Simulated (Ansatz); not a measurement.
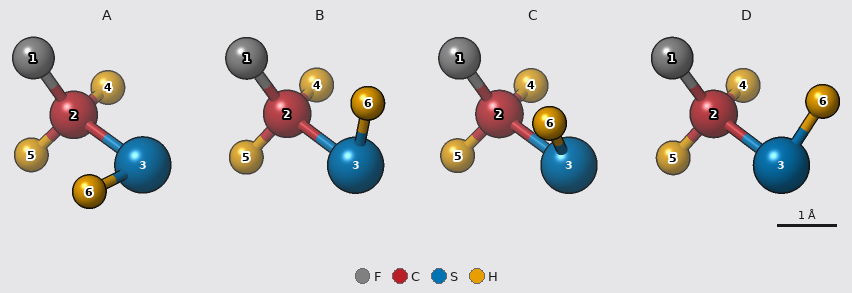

4 geometries from a converged minimum-energy path of CH$_{3}$FS, shuffled. A ball-and-stick model, seen at a tilt.

The calculation used RKS PBE0-D4/def2-mTZVP (Ansatz 0.2.0). Run with 9 movable images; climbing image; force threshold 0.03 eV/Å; iteration limit 60; starting path by image-dependent pair potential.

Q: Which frame is the top of the path?

A: C. In order along the path, whose images run from 0 to 10: D (image 1, +0.017 eV), B (image 3, +0.122 eV), C (image 5, +0.197 eV), A (image 9, +0.016 eV). The motion is a rotation about the C2–S3 bond by about 145°. No bond forms or breaks between the ends. Among the angles between lasting bonds that change up to the highest image: S3–C2–H5 106.3° → 109.3°, C2–S3–H6 96.3° → 93.6°.
